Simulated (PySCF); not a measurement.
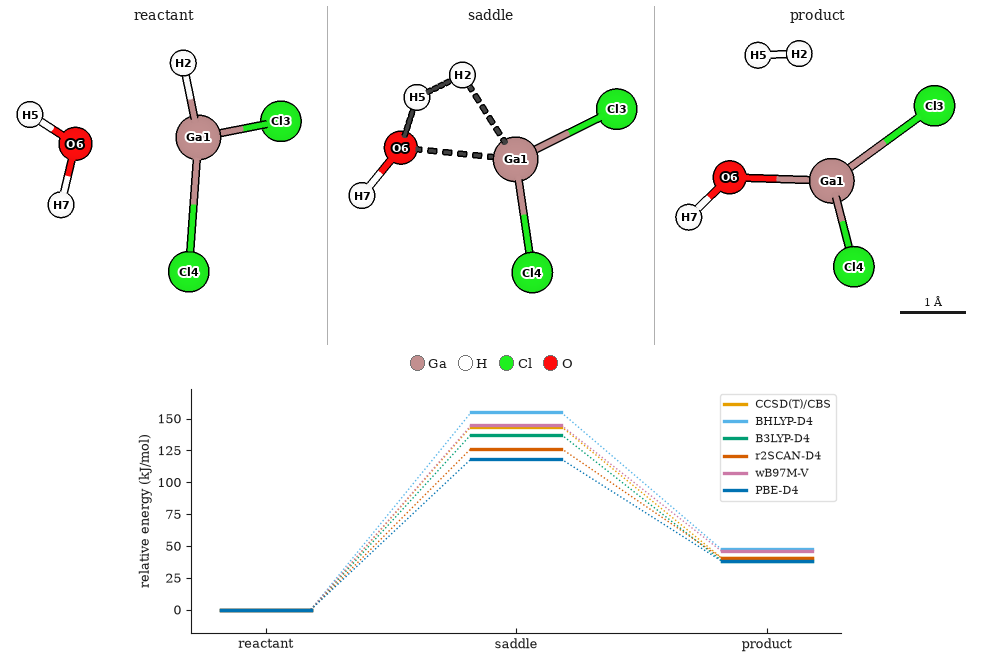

A reaction step of GaH3OCl2, with its energy diagram. Style: ball-and-stick. Shown at a tilt. Dashed sticks mark bonds that form or break.

Stationary points at PBE0-D4/def2-TZVP, single-point energies with CCSD(T)/CBS, BHLYP-D4, B3LYP-D4, r2SCAN-D4, wB97M-V, PBE-D4 (def2-TZVPP where no basis is named; PySCF 2.14.0). The energies are electronic, without zero-point or thermal terms, and both ends are the minima reached downhill from the saddle, with any fragments still in contact. CCSD(T)/CBS stands for a frozen-core estimate: MP2 correlation extrapolated from def2-TZVPP and def2-QZVPP, CCSD(T) minus MP2 from the smaller set.

Question: What happens, and what does it cost?

Answer: Counted by bonded pieces, the reactant holds GaHCl₂ + H₂O and the product holds GaHCl₂O + H₂. From the reactant over the saddle to the product, bonds form: Ga1–O6 (2.12 → 1.91 → 1.77 Å), H2–H5 (2.90 → 1.00 → 0.75 Å). Bonds break: Ga1–H2 (1.55 → 1.81 → 2.66 Å), H5–O6 (0.96 → 1.32 → 2.87 Å). The saddle has one imaginary mode, 1283i cm⁻¹. With CCSD(T)/CBS the barrier is 143.7 kJ/mol from the reactant and 102.9 kJ/mol from the product, and the product lies 40.7 kJ/mol above the reactant.

```csv
level,barrier from the reactant (kJ/mol),barrier from the product (kJ/mol),the product less the reactant (kJ/mol)
CCSD(T)/CBS,143.7,102.9,40.7
BHLYP-D4,154.8,107.4,47.4
B3LYP-D4,137.4,98.8,38.6
r2SCAN-D4,126.5,85.9,40.6
wB97M-V,144.7,98.8,45.9
PBE-D4,118.2,80.0,38.2
```

Against CCSD(T)/CBS, wB97M-V comes closest on the barrier from the reactant (+1.1 kJ/mol) and PBE-D4 misses most (−25.5 kJ/mol).
